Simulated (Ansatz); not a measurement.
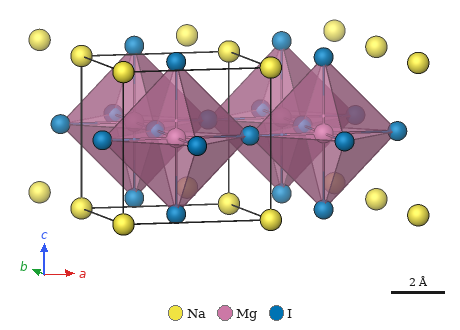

The starting point is a crystal of NaMgI3 (built on the cubic perovskite type) at its r2SCAN-relaxed geometry. The picture is a polyhedral view of the cell of the calculation, repeated 2 × 2 × 1 with one cell outlined, seen slightly off an axis.

The calculation used DFT, HSE06, plane waves, PAW in Ansatz 0.2.0. Settings: plane-wave cutoff 420 eV; k-point mesh 4 × 4 × 4; occupations fixed; no spin polarisation.

The variant: All lengths are scaled by +1.0 % (volume +3.0 %). The atoms were relaxed with r2SCAN under that strain, and this is a single point on that geometry.

What does the calculation give for the changed structure?

Answer. The energy rises by 2.8 meV per atom. Pressure: −0.1 GPa before, −0.7 GPa after. All forces vanish by symmetry. Among the bonded contacts that change: I–Mg 2.894 → 2.923 Å. The space group stays Pm-3m (No. 221).
